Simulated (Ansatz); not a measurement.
# Geometry relaxation of Si2NH3BrF

The run: geometry relaxation of Si2NH3BrF. Method and program: RKS PBE0-D4/def2-TZVP (Ansatz 0.2.0).

The geometry: PBE-D4/def2-SVP start. Figures and captions count atoms from 1; the log counts them from 0 in places.

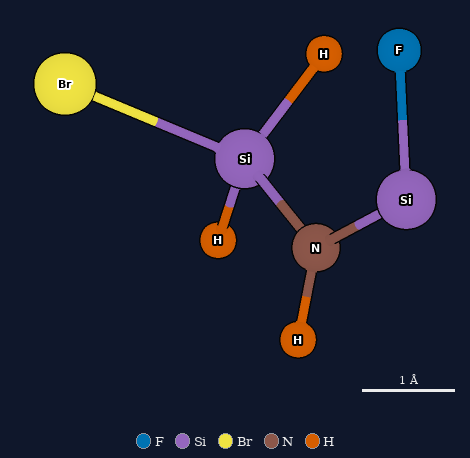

Fig. 1: The starting structure (ball-and-stick view, seen at a tilt). Bond lengths as drawn: Br–Si 2.25 Å, F–Si 1.66 Å, H–N 1.03 Å, H–Si 1.49 to 1.50 Å and N–Si 1.76 to 1.77 Å.

**Results in brief**

```tsv
quantity	value
outcome	converged
total energy	−90044.5434 eV
mean-field energy	−90044.3275 eV
dispersion energy	−0.2159 eV
SCF solution under orbital rotations	stable
largest force (length of the vector) at the end	0.003 eV/Å
dipole moment	2.35 D
hardware	4 threads of Arm Neoverse V2, 23 GiB of memory available, shared host
wall time	48 s (CPU time 3 min)
peak memory	0.64 GiB
```

**Input**
```yaml
crystal:
  periodic: [false, false, false]
  atoms:
    - {symbol: F, position_ang: [-0.489004, -2.036331, 1.084480]}
    - {symbol: Si, position_ang: [-0.829694, -0.672252, 1.974484]}
    - {symbol: Br, position_ang: [2.441820, -0.138767, -0.884585]}
    - {symbol: N, position_ang: [-0.379937, 0.509902, 0.757033]}
    - {symbol: Si, position_ang: [0.226971, 0.238988, -0.878958]}
    - {symbol: H, position_ang: [-0.424236, 1.494501, 1.050371]}
    - {symbol: H, position_ang: [-0.007825, 1.490230, -1.669522]}
    - {symbol: H, position_ang: [-0.445895, -0.943470, -1.489103]}
basis:
  gaussian: {orbitals: def2-TZVP}
hamiltonian: {xc: pbe0, dispersion: d4}
relax: {f_tol: 0.005, max_steps: 150}
```

Launch command:
```bash
ansatz run in.yaml --threads 4 --pin off --events-out ev --progress --plain --max-ram 10444MiB
```

**Log**
```
Functional definition: PBE0
  name "PBE0"
  cite "Adamo & Barone, J. Chem. Phys. 110, 6158 (1999) doi:10.1063/1.478522"
  cite "Perdew, Burke & Ernzerhof, Phys. Rev. Lett. 77, 3865 (1996) doi:10.1103/PhysRevLett.77.3865"
  parent pbe
  parameter a = 0.25
  parameter kappa = 0.804
  parameter beta = 0.06672455060314922
  exchange = (1 - a)*pbe_x(kappa = kappa, mu = beta*pi^2/3) + a*exact_x
  correlation = pbe_c(beta = beta)
1392 factors; their error is unknown
mean field evaluation 1: about -90035.8154 eV, gradient 6.7e1 eV
mean field evaluation 2: about -90014.0913 eV, gradient 1.1e2 eV
mean field evaluation 4: about -90043.5800 eV, gradient 1.0e1 eV
mean field evaluation 8: about -90043.7390 eV, gradient 1.4e-1 eV
mean field evaluation 16: about -90044.2536 eV, gradient 2.2e-4 eV
mean field -90044.25361708 eV, -3309.0652862404 hartree, gradient 5.5e-5 eV, S^2 0.000000; 0 other end points of the search recorded, 0 dependent functions left out
the calculation of the forces begins
reference -90044.25364806 eV, -3309.0652873789 hartree; 41, 41 occupied and 161, 161 virtual orbitals, 1392 factors
relax step   1: F+E_penalty+E_count = -90044.46995010 eV  Δ(F+E_penalty+E_count) = +0.000e0 eV  max|allowed force component| = 1.202e0 eV/Å  Δτ_max = 0.0000 Å  (28 SCF iters, accepted)
these checks for a lower state are left out or cut short: starts, cluster_reference, orbital_swaps, neighbouring_geometries, increment
1392 factors; their error is unknown
mean field -90044.30435292 eV, -3309.0671507483 hartree, gradient 1.8e-5 eV, S^2 0.000000; 0 other end points of the search recorded, 0 dependent functions left out
[... from here on the field's lines of each further geometry are left out, up to the last ...]
relax step   2: F+E_penalty+E_count = -90044.52227668 eV  Δ(F+E_penalty+E_count) = -5.233e-2 eV  max|allowed force component| = 7.308e-1 eV/Å  Δτ_max = 0.0315 Å  (33 SCF iters, accepted)
relax step   3: F+E_penalty+E_count = -90044.54100332 eV  Δ(F+E_penalty+E_count) = -1.873e-2 eV  max|allowed force component| = 7.089e-2 eV/Å  Δτ_max = 0.0238 Å  (32 SCF iters, accepted)
relax step   4: F+E_penalty+E_count = -90044.54220804 eV  Δ(F+E_penalty+E_count) = -1.205e-3 eV  max|allowed force component| = 5.515e-2 eV/Å  Δτ_max = 0.0138 Å  (32 SCF iters, accepted)
relax step   5: F+E_penalty+E_count = -90044.54247712 eV  Δ(F+E_penalty+E_count) = -2.691e-4 eV  max|allowed force component| = 3.463e-2 eV/Å  Δτ_max = 0.0104 Å  (32 SCF iters, accepted)
relax step   6: F+E_penalty+E_count = -90044.54275052 eV  Δ(F+E_penalty+E_count) = -2.734e-4 eV  max|allowed force component| = 2.072e-2 eV/Å  Δτ_max = 0.0207 Å  (32 SCF iters, accepted)
relax step   7: F+E_penalty+E_count = -90044.54269777 eV  Δ(F+E_penalty+E_count) = +5.275e-5 eV  max|allowed force component| = 1.855e-2 eV/Å  Δτ_max = 0.0214 Å  (31 SCF iters, rejected (line search))
relax step   8: F+E_penalty+E_count = -90044.54292669 eV  Δ(F+E_penalty+E_count) = -1.762e-4 eV  max|allowed force component| = 8.164e-3 eV/Å  Δτ_max = 0.0105 Å  (33 SCF iters, accepted)
relax step   9: F+E_penalty+E_count = -90044.54313023 eV  Δ(F+E_penalty+E_count) = -2.035e-4 eV  max|allowed force component| = 3.080e-2 eV/Å  Δτ_max = 0.0317 Å  (32 SCF iters, accepted)
relax step  10: F+E_penalty+E_count = -90044.54329957 eV  Δ(F+E_penalty+E_count) = -1.693e-4 eV  max|allowed force component| = 1.817e-2 eV/Å  Δτ_max = 0.0365 Å  (31 SCF iters, accepted)
relax step  11: F+E_penalty+E_count = -90044.54321789 eV  Δ(F+E_penalty+E_count) = +8.168e-5 eV  max|allowed force component| = 3.097e-2 eV/Å  Δτ_max = 0.0320 Å  (31 SCF iters, rejected (line search))
relax step  12: F+E_penalty+E_count = -90044.54336571 eV  Δ(F+E_penalty+E_count) = -6.614e-5 eV  max|allowed force component| = 2.461e-2 eV/Å  Δτ_max = 0.0085 Å  (32 SCF iters, accepted)
relax step  13: F+E_penalty+E_count = -90044.54338392 eV  Δ(F+E_penalty+E_count) = -1.820e-5 eV  max|allowed force component| = 2.526e-3 eV/Å  Δτ_max = 0.0036 Å  (33 SCF iters, accepted)
the calculation of the forces begins
reference -90044.32752343 eV, -3309.0680022488 hartree; 41, 41 occupied and 161, 161 virtual orbitals, 1392 factors
relax step  14: F+E_penalty+E_count = -90044.54338997 eV  Δ(F+E_penalty+E_count) = -6.057e-6 eV  max|allowed force component| = 2.929e-3 eV/Å  Δτ_max = 0.0100 Å  (32 SCF iters, accepted)
1392 factors; their error is unknown
mean field evaluation 128: about -90044.3275 eV, gradient 7.4e-2 eV
```

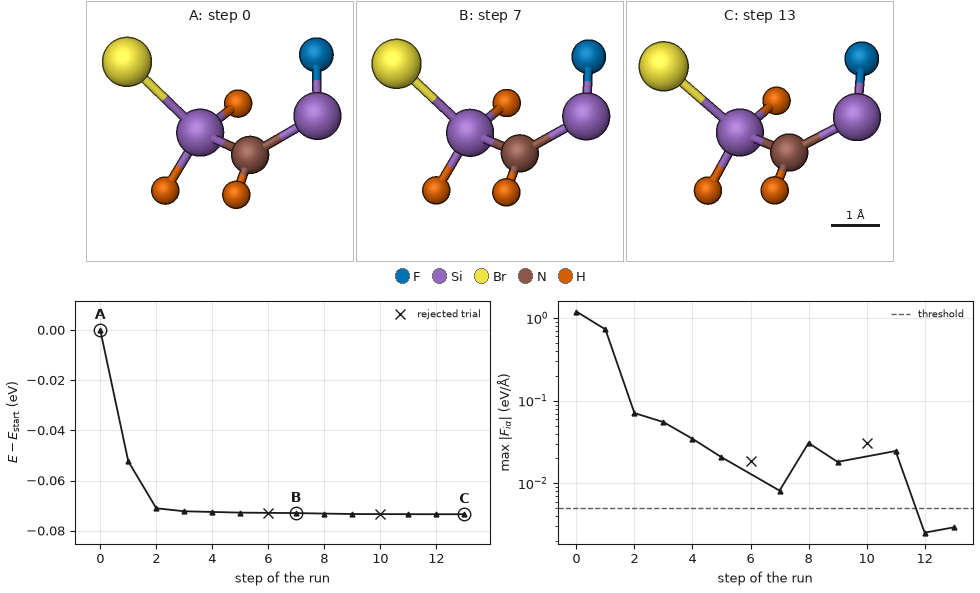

Fig. 2: Frames of the relaxation (ball-and-stick view, seen at a tilt) above the curves, on which the letters mark them (the first geometry is step 0 here and step 1 in the log).

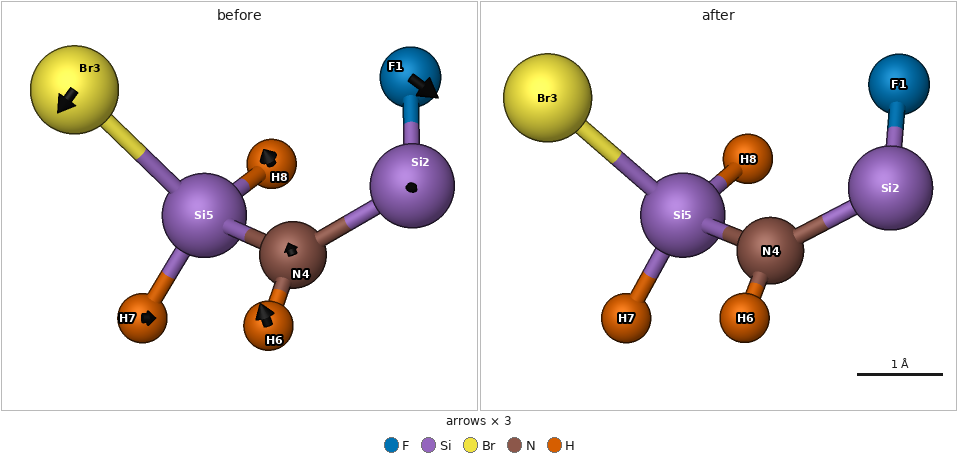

Fig. 3: Before (left) and after (right) the relaxation, at one scale (ball-and-stick view, seen at a tilt). The black arrows give the displacements, magnified 3 times. F1 moves most after the best rigid fit: 0.14 Å. Largest moves by element: F 0.14 Å, Br 0.12 Å, H 0.10 Å, N 0.05 Å, Si 0.04 Å. Among the contacts that change: F1–Si2 1.664 → 1.618 Å, N4–Si5 1.766 → 1.733 Å, Si2–N4 1.756 → 1.724 Å, Br3–Si5 2.247 → 2.224 Å. Among the angles that change: Si2–N4–Si5 128.8° → 131.4°, Si2–N4–H6 115.8° → 113.8°. After 13 geometry steps the energy has fallen by 0.073 eV. The largest force component goes from 1.2 to 0.0029 eV/Å. The line search rejected the trial steps at points 6, 10 (counted from 0) and went back. (Atoms are counted from 1 in the order of the input.)

```
mean field -90044.32749274 eV, -3309.0680011210 hartree, gradient 1.8e-5 eV, S^2 0.000000; 1 other end points of the search recorded, 0 dependent functions left out
the calculation of the forces begins
reference -90044.32752343 eV, -3309.0680022488 hartree; 41, 41 occupied and 161, 161 virtual orbitals, 1392 factors
Total energy: -90044.54342066 eV, -3309.0759363256 hartree
Atom 0 at    -0.629373    -2.021866     1.113545 Å, force    -0.000300     0.002929     0.001279 eV/Å
Atom 1 at    -0.844348    -0.652386     1.947605 Å, force     0.000202    -0.002566    -0.001153 eV/Å
Atom 2 at     2.442640    -0.029119    -0.925917 Å, force    -0.002094     0.000139     0.000510 eV/Å
Atom 3 at    -0.340746     0.474289     0.743746 Å, force     0.001184     0.002719     0.000174 eV/Å
Atom 4 at     0.236003     0.241453    -0.874271 Å, force    -0.000355    -0.000314    -0.001827 eV/Å
Atom 5 at    -0.340385     1.437478     1.059829 Å, force    -0.000122    -0.002762    -0.000444 eV/Å
Atom 6 at    -0.058196     1.459098    -1.662178 Å, force     0.000429    -0.000679     0.000871 eV/Å
Atom 7 at    -0.373396    -0.966147    -1.458159 Å, force     0.001057     0.000533     0.000589 eV/Å
Dipole moment:    -0.249712     0.416676     0.051516 e Å
```

**Trajectory as extended XYZ (Å, eV, eV/Å), 14 frames, from step=1 to step=14**
```
8
Properties=species:S:1:pos:R:3:forces:R:3 step=1 energy=-90044.46995
F    -0.4890   -2.0363    1.0845   -0.2475   0.9456   0.6229
Si   -0.8297   -0.6723    1.9745    0.4664  -0.3340  -1.2023
Br    2.4418   -0.1388   -0.8846   -0.3801   0.0598  -0.0047
N    -0.3799    0.5099    0.7570    0.0342  -0.1316   0.0329
Si    0.2270    0.2390   -0.8790   -0.1598   0.1285   0.4108
H    -0.4242    1.4945    1.0504    0.0231  -0.6406  -0.1756
H    -0.0078    1.4902   -1.6695    0.0802  -0.2759   0.1742
H    -0.4459   -0.9435   -1.4891    0.1835   0.2482   0.1418
8
Properties=species:S:1:pos:R:3:forces:R:3 step=2 energy=-90044.52228
F    -0.5003   -2.0218    1.0821   -0.1524   0.6158   0.4312
Si   -0.8116   -0.6649    1.9635    0.2585  -0.3066  -0.7308
Br    2.4109   -0.1331   -0.8819    0.0063   0.0043  -0.0013
N    -0.3776    0.5023    0.7497    0.0083  -0.2162  -0.0364
Si    0.2204    0.2420   -0.8743   -0.1225   0.0593   0.2973
H    -0.4223    1.4752    1.0412    0.0017  -0.1660  -0.0254
H    -0.0003    1.4832   -1.6576   -0.0130  -0.0724   0.0427
H    -0.4271   -0.9401   -1.4786    0.0130   0.0820   0.0228
8
Properties=species:S:1:pos:R:3:forces:R:3 step=3 energy=-90044.54100
F    -0.4971   -2.0066    1.1001   -0.0220   0.0151   0.0380
Si   -0.8157   -0.6591    1.9420   -0.0030  -0.0577   0.0167
Br    2.4159   -0.1311   -0.8814    0.0180  -0.0054  -0.0039
N    -0.3756    0.4901    0.7391    0.0491  -0.0467  -0.0427
Si    0.2270    0.2400   -0.8672   -0.0601   0.0390  -0.0006
H    -0.4179    1.4566    1.0334   -0.0180   0.0709   0.0382
H    -0.0101    1.4757   -1.6425    0.0221   0.0405  -0.0250
H    -0.4344   -0.9228   -1.4793    0.0138  -0.0557  -0.0208
8
Properties=species:S:1:pos:R:3:forces:R:3 step=4 energy=-90044.54221
F    -0.5079   -2.0106    1.1078   -0.0054  -0.0159   0.0027
Si   -0.8135   -0.6603    1.9459   -0.0071   0.0085   0.0276
Br    2.4131   -0.1275   -0.8862    0.0208  -0.0007  -0.0053
N    -0.3702    0.4884    0.7412    0.0042  -0.0100  -0.0551
Si    0.2227    0.2433   -0.8705    0.0008   0.0151   0.0133
H    -0.4202    1.4563    1.0354   -0.0022   0.0039   0.0201
H    -0.0063    1.4827   -1.6462   -0.0074  -0.0017  -0.0004
H    -0.4256   -0.9294   -1.4832   -0.0037   0.0008  -0.0029
8
Properties=species:S:1:pos:R:3:forces:R:3 step=5 energy=-90044.54248
F    -0.5159   -2.0137    1.1136   -0.0022  -0.0072  -0.0014
Si   -0.8134   -0.6598    1.9484   -0.0061   0.0176   0.0145
Br    2.4165   -0.1233   -0.8909    0.0014   0.0033   0.0012
N    -0.3708    0.4867    0.7400    0.0093  -0.0127  -0.0346
Si    0.2241    0.2442   -0.8711    0.0031   0.0078  -0.0001
H    -0.4189    1.4546    1.0361    0.0000  -0.0085   0.0139
H    -0.0072    1.4835   -1.6467   -0.0053  -0.0044   0.0038
H    -0.4221   -0.9294   -1.4852   -0.0002   0.0041   0.0027
8
Properties=species:S:1:pos:R:3:forces:R:3 step=6 energy=-90044.54275
F    -0.5335   -2.0189    1.1233    0.0005   0.0032  -0.0064
Si   -0.8141   -0.6577    1.9518   -0.0025   0.0207  -0.0049
Br    2.4214   -0.1101   -0.8941   -0.0161   0.0024  -0.0026
N    -0.3682    0.4824    0.7371   -0.0027  -0.0146   0.0080
Si    0.2257    0.2448   -0.8743    0.0141   0.0034  -0.0053
H    -0.4098    1.4495    1.0376    0.0026  -0.0118   0.0037
H    -0.0123    1.4837   -1.6484   -0.0028  -0.0045   0.0018
H    -0.4170   -0.9308   -1.4888    0.0068   0.0012   0.0057
8
Properties=species:S:1:pos:R:3:forces:R:3 step=7 energy=-90044.54270 accepted=F
F    -0.5388   -2.0185    1.1278   -0.0174  -0.0083  -0.0045
Si   -0.8348   -0.6551    1.9471    0.0185   0.0021  -0.0068
Br    2.4237   -0.0983   -0.9023    0.0039   0.0054  -0.0024
N    -0.3637    0.4794    0.7376    0.0058   0.0096   0.0123
Si    0.2276    0.2449   -0.8751    0.0049  -0.0106   0.0045
H    -0.3907    1.4452    1.0440   -0.0147  -0.0007  -0.0061
H    -0.0223    1.4808   -1.6492    0.0016   0.0028  -0.0032
H    -0.4088   -0.9357   -1.4858   -0.0026  -0.0003   0.0062
8
Properties=species:S:1:pos:R:3:forces:R:3 step=8 energy=-90044.54293
F    -0.5429   -2.0187    1.1234   -0.0027  -0.0021  -0.0019
Si   -0.8206   -0.6562    1.9509   -0.0004   0.0043  -0.0032
Br    2.4236   -0.1021   -0.9004   -0.0016   0.0039   0.0011
N    -0.3650    0.4807    0.7377    0.0015   0.0014   0.0081
Si    0.2278    0.2449   -0.8741    0.0019  -0.0060  -0.0082
H    -0.4024    1.4471    1.0406    0.0018  -0.0013   0.0014
H    -0.0177    1.4815   -1.6491   -0.0018  -0.0001   0.0001
H    -0.4106   -0.9345   -1.4849    0.0013   0.0001   0.0025
8
Properties=species:S:1:pos:R:3:forces:R:3 step=9 energy=-90044.54313
F    -0.5743   -2.0217    1.1212    0.0037  -0.0044  -0.0160
Si   -0.8307   -0.6555    1.9483   -0.0105   0.0136   0.0308
Br    2.4312   -0.0752   -0.9101    0.0016   0.0015  -0.0006
N    -0.3552    0.4783    0.7406    0.0119   0.0023  -0.0276
Si    0.2315    0.2435   -0.8739   -0.0085  -0.0046  -0.0028
H    -0.3791    1.4449    1.0440   -0.0044  -0.0061   0.0197
H    -0.0334    1.4745   -1.6516    0.0018  -0.0037  -0.0027
H    -0.3977   -0.9461   -1.4742    0.0045   0.0013  -0.0009
8
Properties=species:S:1:pos:R:3:forces:R:3 step=10 energy=-90044.54330
F    -0.6107   -2.0227    1.1205   -0.0016  -0.0017  -0.0060
Si   -0.8432   -0.6527    1.9487    0.0001  -0.0013   0.0103
Br    2.4386   -0.0418   -0.9230    0.0054  -0.0060   0.0022
N    -0.3451    0.4737    0.7430    0.0043   0.0173  -0.0182
Si    0.2340    0.2415   -0.8746    0.0029   0.0039  -0.0016
H    -0.3522    1.4387    1.0535   -0.0040  -0.0101   0.0067
H    -0.0475    1.4655   -1.6575   -0.0090  -0.0055   0.0020
H    -0.3817   -0.9594   -1.4665    0.0019   0.0034   0.0046
8
Properties=species:S:1:pos:R:3:forces:R:3 step=11 energy=-90044.54322 accepted=F
F    -0.6420   -2.0224    1.1139   -0.0031   0.0166   0.0135
Si   -0.8464   -0.6511    1.9487    0.0075  -0.0179  -0.0242
Br    2.4455   -0.0229   -0.9265   -0.0123   0.0148  -0.0069
N    -0.3363    0.4722    0.7441   -0.0041   0.0310   0.0066
Si    0.2376    0.2431   -0.8757   -0.0056  -0.0302   0.0058
H    -0.3318    1.4354    1.0617   -0.0005  -0.0194  -0.0042
H    -0.0693    1.4577   -1.6642    0.0192  -0.0034   0.0057
H    -0.3651   -0.9692   -1.4577   -0.0012   0.0086   0.0038
8
Properties=species:S:1:pos:R:3:forces:R:3 step=12 energy=-90044.54337
F    -0.6172   -2.0213    1.1152   -0.0005   0.0006   0.0031
Si   -0.8402   -0.6528    1.9489    0.0023   0.0013  -0.0114
Br    2.4401   -0.0401   -0.9226    0.0012   0.0006   0.0013
N    -0.3447    0.4752    0.7425    0.0019  -0.0246   0.0001
Si    0.2352    0.2419   -0.8745   -0.0067   0.0022   0.0044
H    -0.3503    1.4384    1.0565    0.0011   0.0223   0.0061
H    -0.0522    1.4628   -1.6596    0.0010   0.0004  -0.0022
H    -0.3785   -0.9614   -1.4623   -0.0005  -0.0027  -0.0014
8
Properties=species:S:1:pos:R:3:forces:R:3 step=13 energy=-90044.54338
F    -0.6195   -2.0216    1.1146   -0.0007   0.0009   0.0003
Si   -0.8416   -0.6529    1.9479    0.0001  -0.0009  -0.0008
Br    2.4403   -0.0373   -0.9224   -0.0001   0.0005  -0.0004
N    -0.3436    0.4751    0.7430    0.0009  -0.0014  -0.0014
Si    0.2348    0.2420   -0.8744    0.0005  -0.0016   0.0005
H    -0.3469    1.4385    1.0578   -0.0005   0.0025   0.0012
H    -0.0537    1.4617   -1.6611   -0.0003  -0.0001   0.0005
H    -0.3777   -0.9627   -1.4611    0.0001   0.0001   0.0000
8
Properties=species:S:1:pos:R:3:forces:R:3 step=14 energy=-90044.54339
F    -0.6294   -2.0219    1.1135   -0.0003   0.0029   0.0013
Si   -0.8443   -0.6524    1.9476    0.0002  -0.0026  -0.0012
Br    2.4426   -0.0291   -0.9259   -0.0021   0.0001   0.0005
N    -0.3407    0.4743    0.7437    0.0012   0.0027   0.0002
Si    0.2360    0.2415   -0.8743   -0.0004  -0.0003  -0.0018
H    -0.3404    1.4375    1.0598   -0.0001  -0.0028  -0.0004
H    -0.0582    1.4591   -1.6622    0.0004  -0.0007   0.0009
H    -0.3734   -0.9661   -1.4582    0.0011   0.0005   0.0006
```

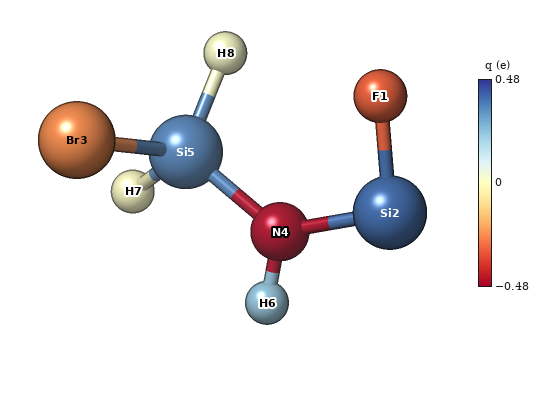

Fig. 4: Mulliken charges, as the colour of each atom (ball-and-stick view, seen at a tilt; atoms are numbered from 1 in the order of the input; Mulliken charges depend strongly on the basis). By element: F −0.30, Si +0.36 to +0.39, Br −0.23, N −0.46 and H −0.01 to +0.24 e.
